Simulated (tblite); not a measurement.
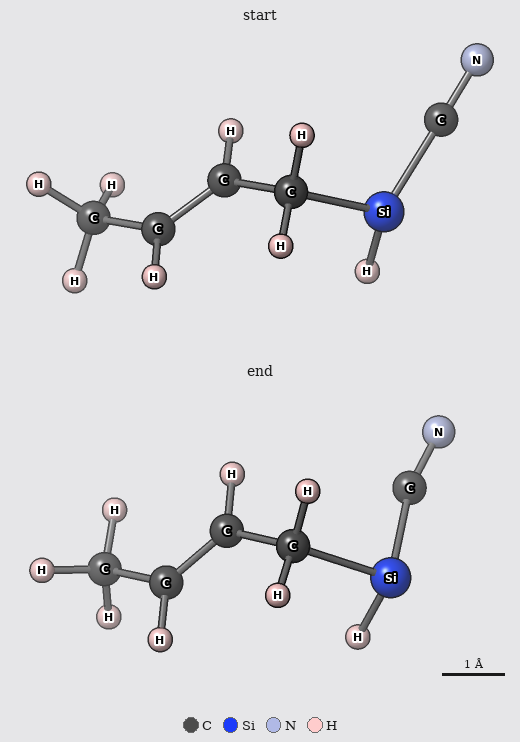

The structure of C5H8NSi (charge −1) before (top) and after (bottom) a relaxation, at one scale.

Style: ball-and-stick. Shown from a free direction.

These are results of tblite, GFN2-xTB geometry optimisation, gas phase, not measurements. 

Question: What changed between the two?

Answer: The N atom moves most after the best rigid fit: 0.92 Å. Largest moves by element: N 0.92 Å, H 0.86 Å, C 0.66 Å, Si 0.31 Å. Near-neighbour distances that change, for instance: C–Si 1.881 → 1.944 Å, C–C 1.497 → 1.461 Å, C–C 1.463 → 1.498 Å, C–H 1.118 → 1.095 Å. Bond angles that change, for instance: C–Si–H 115.9° → 100.9°, Si–C–N 179.3° → 164.4°, C–Si–C 114.3° → 102.6°. Groups turn about C–C by about 20°. After 134 geometry steps the energy has fallen by 0.600 eV. The run took 1.3 s on 1 thread of Intel(R) Xeon(R) Processor, on a shared host.
